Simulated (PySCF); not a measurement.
System: C$_{6}$H$_{7}$N$_{3}$ (SMILES C=Cc1cc(C)nnn1).

The calculation's input:

```
{"job": {"kind": "uv", "xc": "B3LYP", "basis": "def2-SVPD", "nstates": 8, "ntriplets": 3}, "charge": 0, "multiplicity": 1}
C      3.273563     0.127430    -0.162215
C      2.101349    -0.431297    -0.438001
C      0.835033     0.123346     0.016246
C     -0.388359    -0.477734    -0.281265
C     -1.522385     0.158957     0.215311
C     -2.903112    -0.353682    -0.013912
N     -1.396140     1.276724     0.930991
N     -0.230412     1.778567     1.168566
N      0.857496     1.250363     0.745083
H      3.322515     1.031091     0.421097
H      4.200274    -0.297546    -0.507156
H      2.028846    -1.339443    -1.022557
H     -0.451948    -1.384872    -0.864625
H     -3.110561    -0.406271    -1.081667
H     -3.619434     0.309181     0.462490
H     -3.004324    -1.355871     0.400203
```

Launched as:

```sh
OMP_NUM_THREADS=1 python probes_run.py task.json out
```

Geometry: GFN2-xTB.

Computed with B3LYP/def2-SVPD, SCF density, gas phase (PySCF).

Q: What will maps of the electron density and electron localisation function show?

A: N–N (1.28 Å): ρ at the midpoint is about 2.9 e/Å³; the ELF peaks at about 0.90 between the atoms; a covalent bond.
C–C (1.33 Å): the density is about 2.3 e/Å³ at the midpoint; the ELF peaks at about 0.95 between the atoms; a short, multiple covalent bond.
C–N (1.33 Å): ρ is about 2.5 e/Å³ halfway; the ELF peaks at about 0.90 between the atoms, as expected for a covalent bond.
C–H (1.08 Å): ρ at the midpoint is about 2 e/Å³; the ELF climbs to about 1 towards the hydrogen, as it does in any bond to H; an ordinary covalent bond to hydrogen.

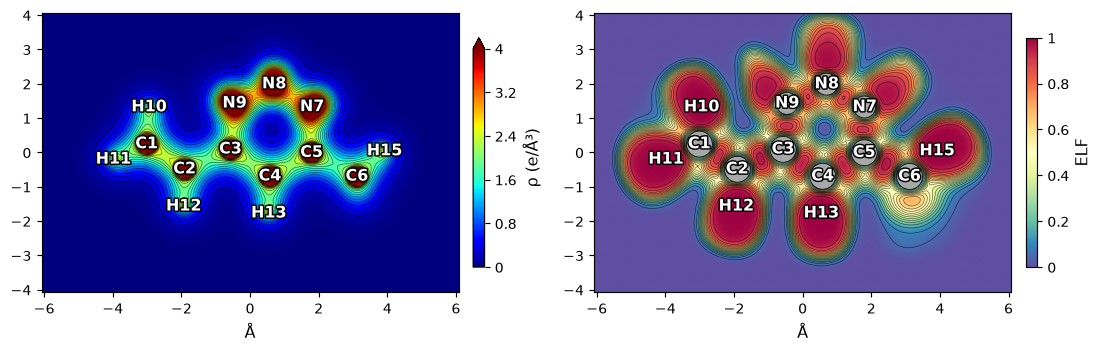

Computed electron density and electron localisation function on the plane of atoms C3, C4 and H13, in this order. Grey discs cover the atomic cores in the ELF map. 
